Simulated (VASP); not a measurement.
Band structure of GeF4 (space group I-43m). All values below come from PBEsol GGA, VASP's PBE PAW potentials (set 64) (plane waves; VASP).

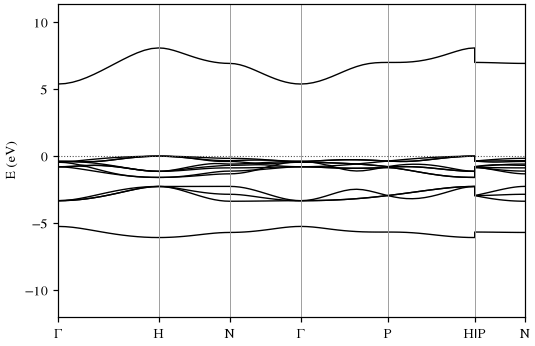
Figure. Bands along high-symmetry lines, zero at the valence-band maximum or, without a gap, the Fermi level

Problem. Read the plot: is there a gap, and where are the band edges?

Solution. The gap is indirect, 5.39 eV, from the valence maximum at H to the conduction minimum at Γ. (Edges off the drawn lines would not show.)

The structure comes from a computed database's GeF4 entry (I-43m); how it stands against other phases isn't given here. It was relaxed first, which changed the volume by +7 %.
